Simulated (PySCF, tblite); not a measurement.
# C₃H₄FNO₂Si: a rotation path, then NMR shifts on frames, part 2 of 2

tblite 0.8.0 and PySCF 2.14.0. Atoms count from 0. Earlier steps stand in the parts before.

### 5 Nuclear shieldings: image 4, PBE0/pcSseg-1

What the job is given:

```
{"job": {"kind": "nmr", "xc": "PBE0", "basis": "pcSseg-1", "pop": false}, "charge": 0, "multiplicity": 1}
N     -1.696300    -1.933700     0.781400
C     -1.648200    -0.860100     0.395200
C     -1.518100     0.495400    -0.102500
F     -1.466600     0.500300    -1.473400
C     -0.191100     1.048200     0.494600
O     -0.176600     1.628500     1.537000
O      0.844400     0.794000    -0.255800
Si     1.883400    -0.488700    -0.378500
H     -2.366800     1.112900     0.217300
H      2.719200     0.006800    -1.455700
H      1.087200    -1.668800    -0.706100
H      2.530800    -0.635600     0.920400
```

With the program's defaults for keys left out, this is: GIAO PBE0/pcSseg-1 NMR shielding, non-relativistic, gas phase.

Log:

```text
coarse grid: 11688 points
cycle   1  E = -710.3075623622  dE =  1.418e+00  |g| = 1.136e+00  |ddm| = 3.256e+00
cycle   2  E = -709.5667813395  dE =  7.408e-01  |g| = 2.287e+00  |ddm| = 2.184e+00
cycle   3  E = -710.5287210759  dE = -9.619e-01  |g| = 3.194e-01  |ddm| = 1.618e+00
cycle   4  E = -710.5448544465  dE = -1.613e-02  |g| = 1.310e-01  |ddm| = 2.651e-01
cycle   5  E = -710.5479993799  dE = -3.145e-03  |g| = 2.615e-02  |ddm| = 9.132e-02
cycle   6  E = -710.5480933904  dE = -9.401e-05  |g| = 1.478e-02  |ddm| = 2.389e-02
cycle   7  E = -710.5481355115  dE = -4.212e-05  |g| = 2.891e-03  |ddm| = 9.876e-03
cycle   8  E = -710.5481371294  dE = -1.618e-06  |g| = 4.383e-04  |ddm| = 2.264e-03
final grid: 112056 points
cycle   9  E = -710.6197915853  dE = -1.557e-05  |g| = 1.110e-02  |ddm| = 2.256e-02
cycle  10  E = -710.6197514405  dE =  4.014e-05  |g| = 1.882e-02  |ddm| = 1.730e-02
cycle  11  E = -710.6198120355  dE = -6.059e-05  |g| = 2.242e-03  |ddm| = 1.115e-02
cycle  12  E = -710.6198129228  dE = -8.874e-07  |g| = 3.971e-04  |ddm| = 1.523e-03
cycle  13  E = -710.6198129467  dE = -2.388e-08  |g| = 1.755e-04  |ddm| = 3.394e-04
cycle  14  E = -710.6198129517  dE = -5.014e-09  |g| = 9.410e-05  |ddm| = 1.502e-04
cycle  15  E = -710.6198129535  dE = -1.767e-09  |g| = 1.207e-05  |ddm| = 6.455e-05
cycle  16  E = -710.6198129535  dE = -3.320e-11  |g| = 2.714e-06  |ddm| = 1.193e-05
converged SCF energy = -710.6198129535

GIAO shielding tensors (ppm)
atom      isotropic    diamagn.    paramagn.     s11        s22        s33       span
  0 N      -56.821     338.125    -394.947   -226.062   -206.949    262.546    488.608
  1 C       67.582     263.244    -195.662    -45.938    -43.551    292.237    338.175
  2 C      107.303     242.995    -135.692     78.559     95.723    147.626     69.067
  3 F      386.784     472.792     -86.008    352.267    396.599    411.486     59.218
  4 C       19.725     249.935    -230.210    -85.805     68.870     76.110    161.915
  5 O     -160.081     400.310    -560.391   -455.167   -295.219    270.143    725.310
  6 O      174.243     403.084    -228.842     67.565    177.672    277.492    209.927
  7 Si     376.037     880.356    -504.320    339.737    349.668    438.705     98.968
  8 H       26.285      26.279       0.006     23.096     25.867     29.892      6.796
  9 H       26.549      29.271      -2.722     23.443     24.854     31.351      7.908
 10 H       26.083      31.021      -4.938     22.193     26.436     29.621      7.428
 11 H       26.416      29.756      -3.340     23.256     24.997     30.994      7.738
```

Run time: 16 s. Hardware: 1 thread of Arm Neoverse V1, shared host; peak memory 0.76 GiB.

Key values: δ C4 167.2, C1 119.3, C2 79.6, N0 324.6, H10 5.63, H8 5.43 ppm.

### 6 NMR shieldings: image 6, PBE0/pcSseg-1

What the job is given:

```
{"job": {"kind": "nmr", "xc": "PBE0", "basis": "pcSseg-1", "pop": false}, "charge": 0, "multiplicity": 1}
N     -1.359500    -1.840300     1.258000
C     -1.417400    -0.866500     0.663900
C     -1.407300     0.380500    -0.071300
F     -1.246600     0.158400    -1.417700
C     -0.211200     1.206400     0.492800
O     -0.400000     2.060500     1.306300
O      0.951800     0.874200     0.018900
Si     1.716900    -0.505400    -0.506300
H     -2.342400     0.934800     0.073400
H      2.928100     0.107700    -1.018700
H      0.929000    -1.193200    -1.522100
H      1.859700    -1.318000     0.696600
```

Method: GIAO PBE0/pcSseg-1 NMR shielding, non-relativistic, gas phase.

Log:

```text
coarse grid: 11688 points
cycle   1  E = -710.3059325354  dE =  1.425e+00  |g| = 1.136e+00  |ddm| = 3.260e+00
cycle   2  E = -709.5354766226  dE =  7.705e-01  |g| = 2.317e+00  |ddm| = 2.275e+00
cycle   3  E = -710.5282593732  dE = -9.928e-01  |g| = 3.147e-01  |ddm| = 1.716e+00
cycle   4  E = -710.5434385190  dE = -1.518e-02  |g| = 1.361e-01  |ddm| = 2.621e-01
cycle   5  E = -710.5468287053  dE = -3.390e-03  |g| = 2.413e-02  |ddm| = 9.371e-02
cycle   6  E = -710.5469033331  dE = -7.463e-05  |g| = 1.461e-02  |ddm| = 2.313e-02
cycle   7  E = -710.5469444120  dE = -4.108e-05  |g| = 3.101e-03  |ddm| = 9.900e-03
cycle   8  E = -710.5469462726  dE = -1.861e-06  |g| = 4.965e-04  |ddm| = 2.366e-03
final grid: 112056 points
cycle   9  E = -710.6206618794  dE = -1.771e-05  |g| = 1.150e-02  |ddm| = 2.375e-02
cycle  10  E = -710.6206183976  dE =  4.348e-05  |g| = 1.950e-02  |ddm| = 1.852e-02
cycle  11  E = -710.6206839532  dE = -6.556e-05  |g| = 2.245e-03  |ddm| = 1.191e-02
cycle  12  E = -710.6206848391  dE = -8.859e-07  |g| = 4.375e-04  |ddm| = 1.564e-03
cycle  13  E = -710.6206848694  dE = -3.021e-08  |g| = 1.616e-04  |ddm| = 3.412e-04
cycle  14  E = -710.6206848732  dE = -3.896e-09  |g| = 9.739e-05  |ddm| = 1.471e-04
cycle  15  E = -710.6206848752  dE = -1.914e-09  |g| = 1.416e-05  |ddm| = 6.766e-05
cycle  16  E = -710.6206848752  dE = -4.138e-11  |g| = 3.094e-06  |ddm| = 1.354e-05
converged SCF energy = -710.6206848752

GIAO shielding tensors (ppm)
atom      isotropic    diamagn.    paramagn.     s11        s22        s33       span
  0 N      -59.897     338.128    -398.025   -231.498   -208.302    260.109    491.607
  1 C       68.822     263.944    -195.122    -45.443    -40.318    292.226    337.669
  2 C      105.072     244.630    -139.558     74.286     96.912    144.019     69.734
  3 F      381.969     474.571     -92.602    359.434    379.288    407.185     47.751
  4 C       24.886     249.114    -224.227    -79.686     69.943     84.403    164.089
  5 O     -146.562     398.971    -545.533   -432.585   -269.150    262.048    694.633
  6 O      166.403     400.410    -234.006      4.123    217.942    277.145    273.022
  7 Si     378.939     879.919    -500.980    344.546    352.624    439.648     95.102
  8 H       26.170      26.782      -0.612     23.148     25.411     29.952      6.804
  9 H       26.569      28.968      -2.398     22.851     25.199     31.658      8.807
 10 H       26.081      30.345      -4.264     22.346     26.661     29.234      6.888
 11 H       26.333      30.345      -4.012     23.536     24.858     30.606      7.070
```

It took 16 s on 1 thread of Arm Neoverse V1, shared host; peak memory 0.76 GiB.

This run: δ C4 162.0, C1 118.1, C2 81.9, N0 327.6, H10 5.64, H8 5.55 ppm.

### 7 Shielding tensors: image 8, PBE0/pcSseg-1

What the job is given:

```
{"job": {"kind": "nmr", "xc": "PBE0", "basis": "pcSseg-1", "pop": false}, "charge": 0, "multiplicity": 1}
N     -1.525500    -1.517000     1.980400
C     -1.473100    -0.762400     1.125400
C     -1.360100     0.193400     0.042900
F     -1.064000    -0.446300    -1.138600
C     -0.224200     1.193900     0.417600
O     -0.487600     2.191700     1.021200
O      0.969500     0.844300     0.055700
Si     1.720000    -0.413000    -0.738800
H     -2.299200     0.744800    -0.088100
H      3.083100    -0.136400    -0.318500
H      1.460300    -0.216500    -2.157600
H      1.201900    -1.677200    -0.227600
```

With the program's defaults for keys left out, this is: GIAO PBE0/pcSseg-1 NMR shielding, non-relativistic, gas phase.

Log:

```text
coarse grid: 11688 points
cycle   1  E = -710.3107329689  dE =  1.425e+00  |g| = 1.134e+00  |ddm| = 3.254e+00
cycle   2  E = -709.5241995358  dE =  7.865e-01  |g| = 2.326e+00  |ddm| = 2.285e+00
cycle   3  E = -710.5327898334  dE = -1.009e+00  |g| = 3.189e-01  |ddm| = 1.730e+00
cycle   4  E = -710.5484457991  dE = -1.566e-02  |g| = 1.360e-01  |ddm| = 2.641e-01
cycle   5  E = -710.5518052314  dE = -3.359e-03  |g| = 2.324e-02  |ddm| = 9.244e-02
cycle   6  E = -710.5518713083  dE = -6.608e-05  |g| = 1.446e-02  |ddm| = 2.248e-02
cycle   7  E = -710.5519113192  dE = -4.001e-05  |g| = 3.252e-03  |ddm| = 9.842e-03
cycle   8  E = -710.5519133541  dE = -2.035e-06  |g| = 5.995e-04  |ddm| = 2.460e-03
final grid: 112056 points
cycle   9  E = -710.6246585537  dE = -1.926e-05  |g| = 1.092e-02  |ddm| = 2.210e-02
cycle  10  E = -710.6246205716  dE =  3.798e-05  |g| = 1.835e-02  |ddm| = 1.716e-02
cycle  11  E = -710.6246782580  dE = -5.769e-05  |g| = 2.181e-03  |ddm| = 1.111e-02
cycle  12  E = -710.6246790973  dE = -8.393e-07  |g| = 4.348e-04  |ddm| = 1.521e-03
cycle  13  E = -710.6246791272  dE = -2.992e-08  |g| = 1.771e-04  |ddm| = 3.438e-04
cycle  14  E = -710.6246791324  dE = -5.178e-09  |g| = 9.303e-05  |ddm| = 1.497e-04
cycle  15  E = -710.6246791341  dE = -1.733e-09  |g| = 1.200e-05  |ddm| = 6.552e-05
cycle  16  E = -710.6246791342  dE = -2.797e-11  |g| = 2.826e-06  |ddm| = 1.136e-05
converged SCF energy = -710.6246791342

GIAO shielding tensors (ppm)
atom      isotropic    diamagn.    paramagn.     s11        s22        s33       span
  0 N      -58.665     338.039    -396.704   -233.406   -204.711    262.123    495.529
  1 C       69.303     262.570    -193.267    -44.943    -40.728    293.579    338.522
  2 C      106.071     244.470    -138.399     75.084     94.573    148.557     73.472
  3 F      388.361     475.616     -87.255    361.503    391.530    412.050     50.548
  4 C       25.421     248.456    -223.035    -77.781     68.979     85.064    162.845
  5 O     -139.607     398.723    -538.330   -433.765   -256.499    271.443    705.208
  6 O      165.309     399.526    -234.217    -11.083    216.696    290.314    301.396
  7 Si     380.073     879.481    -499.408    346.936    360.136    433.145     86.209
  8 H       26.165      26.609      -0.444     23.104     25.515     29.875      6.771
  9 H       26.650      28.930      -2.280     22.791     25.468     31.690      8.899
 10 H       26.496      29.369      -2.873     23.345     25.158     30.984      7.639
 11 H       26.202      30.603      -4.402     22.684     26.379     29.542      6.858
```

Run time: 16 s. Hardware: 1 thread of Arm Neoverse V1, shared host; peak memory 0.76 GiB.

This run: δ C4 161.5, C1 117.6, C2 80.9, N0 326.4, H8 5.55, H11 5.52 ppm.

### 8 Side by side: NMR shifts

Shifts (ppm) of some atoms, chosen among heavy atoms and hydrogens apart, with basis size and wall time:

| frame | C4 | H10 | H11 | N0 | F3 | O5 | O6 | functions | time |
| --- | --- | --- | --- | --- | --- | --- | --- | --- | --- |
| image 0 | 169.6 | 5.15 | 5.07 | 319.9 | -218.9 | 452.4 | 184.7 | 163 | 16 s |
| image 2 | 167.9 | 5.16 | 5.47 | 319.7 | -218.9 | 462.3 | 169.5 | 163 | 16 s |
| image 4 | 167.2 | 5.63 | 5.30 | 324.6 | -215.8 | 496.2 | 161.8 | 163 | 16 s |
| image 6 | 162.0 | 5.64 | 5.38 | 327.6 | -211.0 | 482.6 | 169.7 | 163 | 16 s |
| image 8 | 161.5 | 5.22 | 5.52 | 326.4 | -217.4 | 475.7 | 170.8 | 163 | 16 s |

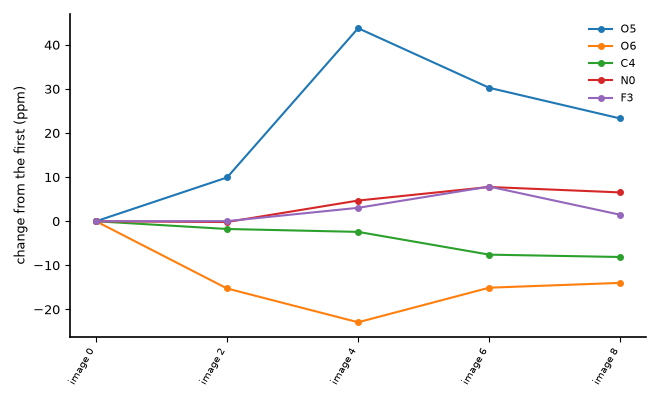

How five of the tabulated atoms move from run to run.

### 9 Outcome

The summary covers parts 1 to 2.

| quantity | value |
| --- | --- |
| barrier | 0.158 eV (3.6 kcal/mol) at image 4 |
| end to end (GFN2-xTB) | 0.051 eV |
| 13C shifts against TMS (PBE0/pcSseg-1, image 0) | 169.6, 118.1, 79.6 ppm |
| 1H shifts against TMS (PBE0/pcSseg-1, image 0) | 5.47, 5.15, 5.07, 4.81 ppm |
| 15N shifts against NH3 (PBE0/pcSseg-1, image 0) | 319.9 ppm |
| 19F shifts against CFCl3 (PBE0/pcSseg-1, image 0) | -218.9 ppm |
| 17O shifts against H2O (PBE0/pcSseg-1, image 0) | 452.4, 184.7 ppm |
| 29Si shifts against TMS (PBE0/pcSseg-1, image 0) | -31.9 ppm |
| range of the shift of O5 | 452.4 to 496.2 ppm |

What this shows: Along the band the dihedral turns by 179°, and the top (dihedral -87°) lies 3.6 kcal/mol above the start (GFN2-xTB, rough), so at room temperature this motion is fast. The top was not checked by a frequency run. Shifts at one fixed geometry are not the observed spectrum, which averages over the motion. In the first frame run (image 0): The largest span, 639 ppm, is at O5, where the paramagnetic term is -519 ppm. In ppm, O5 moves most: its shift spreads over 43.8 ppm, from 452.4 (image 0) to 496.2 (image 4).
